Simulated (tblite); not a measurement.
Si$_{19}$H$_{28}$: geometry relaxation

Si$_{19}$H$_{28}$, computed with GFN2-xTB geometry optimisation, gas phase (tblite 0.8.0).

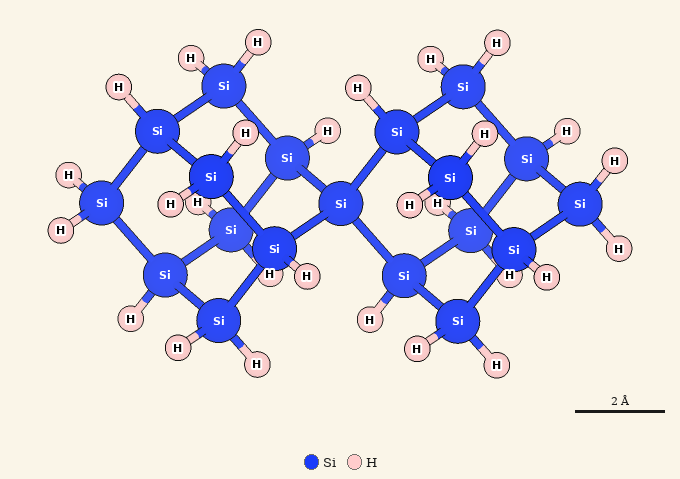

Fig. 1: The input geometry (ball-and-stick view, seen at a tilt).

## The input
```
{"job": {"kind": "relax", "xc": "GFN2-xTB", "basis": "xTB"}, "charge": 0, "multiplicity": 1}
Si    -4.068300    -1.359600    -1.359400
Si    -1.361000    -1.355200     1.350900
Si    -2.710300    -2.717800     0.001000
Si    -1.358500     1.362200    -1.364000
Si    -2.716500    -0.001200    -2.712100
Si    -4.076500     1.357300     1.355200
Si    -2.715400     2.717200    -0.003300
Si    -2.712100     0.002700     2.717000
Si    -5.428300    -0.002100    -0.000400
Si     1.355000    -1.358600    -1.356200
Si     4.071100    -1.359000     1.355700
Si     2.713000    -2.717500    -0.000000
Si     4.069800     1.358500    -1.352800
Si     2.717700    -0.000600    -2.718200
Si     5.428800     0.005100     0.000200
Si     1.355900     1.358400     1.364100
Si     2.715900     2.717400     0.000900
Si     2.714400    -0.003400     2.714500
Si    -0.000600     0.001800     0.002500
H     -4.901800    -2.188200    -2.186400
H     -0.528700    -2.185300     2.190600
H     -1.885000    -3.545400    -0.831600
H     -3.543500    -3.542300     0.838000
H     -0.530600     2.184800    -2.190600
H     -1.883600    -0.828800    -3.546000
H     -3.553000     0.830500    -3.544400
H     -4.903900     2.191400     2.188400
H     -3.547500     3.547500    -0.830200
H     -1.883500     3.547300     0.829400
H     -3.545800    -0.831000     3.550300
H     -1.880500     0.832000     3.545800
H     -6.264300    -0.830100     0.831600
H     -6.263400     0.831500    -0.833300
H      0.528500    -2.190400    -2.185400
H      4.905800    -2.187300     2.185800
H      3.547400    -3.544700    -0.834300
H      1.883300    -3.546800     0.827300
H      4.905500     2.191600    -2.191700
H      3.548000    -0.835300    -3.547000
H      1.879300     0.834800    -3.545700
H      6.262300    -0.833700    -0.827600
H      6.268300     0.825800     0.835100
H      0.531300     2.190100     2.185500
H      1.886700     3.546400    -0.833200
H      3.543200     3.548600     0.833800
H      1.882200    -0.829800     3.543500
H      3.549300     0.831500     3.546300
```

The first line tells a small driver script what to run in tblite; the rest is the geometry in Å.

Hardware: 2 CPU threads, shared host.

Launch command:
```bash
OMP_NUM_THREADS=2 python <driver script> task.json out
```

## Log
```
step      E/eV     max force
  0   -1274.02416    1.133
  1   -1274.28780    0.480
  2   -1274.35772    0.153
  3   -1274.36562    0.148
  4   -1274.39085    0.205
  5   -1274.41389    0.281
  6   -1274.43500    0.231
  7   -1274.44507    0.123
  8   -1274.45121    0.129
  9   -1274.45753    0.114
 10   -1274.46318    0.109
 11   -1274.46682    0.119
 12   -1274.46910    0.096
 13   -1274.47083    0.059
 14   -1274.47224    0.051
 15   -1274.47327    0.053
 16   -1274.47393    0.047
 17   -1274.47443    0.036
 18   -1274.47493    0.032
 19   -1274.47545    0.041
 20   -1274.47589    0.043
 21   -1274.47621    0.031
 22   -1274.47645    0.034
 23   -1274.47667    0.033
 24   -1274.47689    0.031
 25   -1274.47712    0.031
 26   -1274.47741    0.041
 27   -1274.47779    0.046
 28   -1274.47818    0.044
 29   -1274.47847    0.029
 30   -1274.47862    0.018
```

## Trajectory as extended XYZ (Å, eV, eV/Å), 2 of the 24 frames kept, from step=0 to step=30
```
47
Properties=species:S:1:pos:R:3:forces:R:3 step=0 energy=-1274.02416
Si   -4.0683   -1.3596   -1.3594    0.4690   0.4620   0.5370
Si   -1.3610   -1.3552    1.3509   -0.7050   0.3260  -0.2360
Si   -2.7103   -2.7178    0.0010   -0.1200   1.0530   0.0310
Si   -1.3585    1.3622   -1.3640   -0.8520  -0.5000   0.5310
Si   -2.7165   -0.0012   -2.7121   -0.0300   0.0680   0.9150
Si   -4.0765    1.3573    1.3552    0.5340  -0.4320  -0.4190
Si   -2.7154    2.7172   -0.0033    0.0010  -1.0500   0.0440
Si   -2.7121    0.0027    2.7170   -0.1200  -0.0700  -1.0280
Si   -5.4283   -0.0021   -0.0004    0.9360   0.0190  -0.0540
Si    1.3550   -1.3586   -1.3562    0.8490   0.4360   0.3830
Si    4.0711   -1.3590    1.3557   -0.4650   0.4690  -0.4680
Si    2.7130   -2.7175    0.0000    0.0780   1.0540  -0.0740
Si    4.0698    1.3585   -1.3528   -0.3800  -0.3670   0.3080
Si    2.7177   -0.0006   -2.7182   -0.0670   0.0240   1.0130
Si    5.4288    0.0051    0.0002   -0.9500  -0.0760   0.0020
Si    1.3559    1.3584    1.3641    0.8990  -0.4510  -0.5220
Si    2.7159    2.7174    0.0009   -0.0370  -1.0460   0.0420
Si    2.7144   -0.0034    2.7145    0.1040   0.1040  -0.9830
Si   -0.0006    0.0018    0.0025   -0.0030   0.0450  -0.0570
H    -4.9018   -2.1882   -2.1864   -0.4050  -0.4060  -0.4060
H    -0.5287   -2.1853    2.1906    0.3820  -0.2750   0.2690
H    -1.8850   -3.5454   -0.8316    0.2830  -0.4880  -0.2450
H    -3.5435   -3.5423    0.8380   -0.2180  -0.4510   0.1900
H    -0.5306    2.1848   -2.1906    0.5450   0.4400  -0.4430
H    -1.8836   -0.8288   -3.5460    0.2220  -0.1920  -0.4220
H    -3.5530    0.8305   -3.5444   -0.1840   0.1580  -0.4100
H    -4.9039    2.1914    2.1884   -0.3700   0.3640   0.3630
H    -3.5475    3.5475   -0.8302   -0.2570   0.4890  -0.2360
H    -1.8835    3.5473    0.8294    0.2210   0.4170   0.1890
H    -3.5458   -0.8310    3.5503   -0.1760  -0.1560   0.4080
H    -1.8805    0.8320    3.5458    0.2540   0.2210   0.4490
H    -6.2643   -0.8301    0.8316   -0.4220  -0.1980   0.1920
H    -6.2634    0.8315   -0.8333   -0.3870   0.1570  -0.1620
H     0.5285   -2.1904   -2.1854   -0.4780  -0.3670  -0.3700
H     4.9058   -2.1873    2.1858    0.3770  -0.3780   0.3780
H     3.5474   -3.5447   -0.8343    0.2110  -0.4430  -0.1880
H     1.8833   -3.5468    0.8273   -0.2740  -0.4800   0.2470
H     4.9055    2.1916   -2.1917    0.2870   0.2850  -0.2800
H     3.5480   -0.8353   -3.5470    0.2220  -0.1930  -0.4570
H     1.8793    0.8348   -3.5457   -0.1680   0.1390  -0.3790
H     6.2623   -0.8337   -0.8276    0.3950  -0.1660  -0.1770
H     6.2683    0.8258    0.8351    0.4240   0.2050   0.1990
H     0.5313    2.1901    2.1855   -0.5430   0.4360   0.4400
H     1.8867    3.5464   -0.8332   -0.2380   0.4330  -0.2030
H     3.5432    3.5486    0.8338    0.2450   0.4710   0.2170
H     1.8822   -0.8298    3.5435   -0.2660  -0.2370   0.4700
H     3.5493    0.8315    3.5463    0.1730   0.1480   0.4030
47
Properties=species:S:1:pos:R:3:forces:R:3 step=30 energy=-1274.47862
Si   -4.0917   -1.3668   -1.3655   -0.0090   0.0020   0.0120
Si   -1.4225   -1.3405    1.3423    0.0050   0.0080   0.0000
Si   -2.7462   -2.7123   -0.0053   -0.0090  -0.0050  -0.0100
Si   -1.4240    1.3425   -1.3423    0.0120  -0.0090   0.0050
Si   -2.7480   -0.0076   -2.7126   -0.0030  -0.0040  -0.0030
Si   -4.0925    1.3668    1.3658    0.0010   0.0010  -0.0050
Si   -2.7478    2.7136    0.0064   -0.0060   0.0040   0.0080
Si   -2.7469    0.0094    2.7128    0.0010   0.0000   0.0060
Si   -5.4176    0.0004    0.0007   -0.0110  -0.0100  -0.0100
Si    1.4227   -1.3412   -1.3417   -0.0040   0.0060  -0.0020
Si    4.0913   -1.3667    1.3663    0.0120   0.0090  -0.0090
Si    2.7468   -2.7128    0.0063    0.0050  -0.0030   0.0070
Si    4.0928    1.3667   -1.3657    0.0020  -0.0080   0.0040
Si    2.7476    0.0082   -2.7124    0.0010   0.0020  -0.0070
Si    5.4181   -0.0001   -0.0003    0.0100  -0.0080   0.0080
Si    1.4232    1.3421    1.3418   -0.0030   0.0060  -0.0080
Si    2.7480    2.7136   -0.0076   -0.0030   0.0040   0.0030
Si    2.7467   -0.0070    2.7126    0.0060  -0.0080   0.0020
Si    0.0003    0.0009   -0.0001   -0.0070   0.0030  -0.0030
H    -4.9599   -2.2114   -2.2080    0.0030   0.0050   0.0040
H    -0.5050   -2.1585    2.1610   -0.0080  -0.0030   0.0040
H    -1.8859   -3.5972   -0.8003    0.0000   0.0010  -0.0050
H    -3.5646   -3.6509    0.7756    0.0060   0.0000   0.0010
H    -0.5072    2.1606   -2.1615   -0.0090   0.0030  -0.0020
H    -1.8884   -0.8027   -3.5977    0.0010  -0.0050   0.0000
H    -3.5674    0.7733   -3.6500    0.0050   0.0020  -0.0020
H    -4.9606    2.2101    2.2089   -0.0010   0.0000   0.0000
H    -3.5660    3.6522   -0.7748    0.0060   0.0000   0.0010
H    -1.8869    3.5975    0.8020   -0.0020  -0.0010   0.0040
H    -3.5643   -0.7712    3.6525    0.0070   0.0010  -0.0010
H    -1.8860    0.8060    3.5958   -0.0020   0.0040  -0.0020
H    -6.3316   -0.8131    0.8140   -0.0070   0.0030  -0.0020
H    -6.3308    0.8131   -0.8142   -0.0080  -0.0020   0.0030
H     0.5055   -2.1590   -2.1611    0.0100  -0.0020  -0.0010
H     4.9593   -2.2104    2.2099   -0.0030   0.0040  -0.0040
H     3.5655   -3.6506   -0.7753   -0.0060  -0.0010   0.0000
H     1.8868   -3.5975    0.8016    0.0000   0.0000   0.0050
H     4.9613    2.2093   -2.2088    0.0020   0.0020  -0.0020
H     3.5653   -0.7728   -3.6517   -0.0070   0.0010   0.0020
H     1.8873    0.8041   -3.5968    0.0020   0.0040   0.0030
H     6.3309   -0.8146   -0.8143    0.0050   0.0060   0.0060
H     6.3319    0.8130    0.8139    0.0060  -0.0050  -0.0060
H     0.5065    2.1611    2.1605    0.0100   0.0010   0.0010
H     1.8868    3.5971   -0.8036    0.0040  -0.0020  -0.0020
H     3.5662    3.6525    0.7735   -0.0090  -0.0010  -0.0020
H     1.8858   -0.8030    3.5957    0.0000  -0.0050   0.0020
H     3.5651    0.7734    3.6513   -0.0060   0.0010   0.0020
```

## Key numbers

```csv
quantity,value
outcome,converged
total energy,−1274.4786 eV
HOMO,−8.95 eV
LUMO,−6.05 eV
point group,D2d
dipole moment,0.01 D
wall time,4.6 s (CPU time 5.9 s)
peak memory,0.16 GiB
```
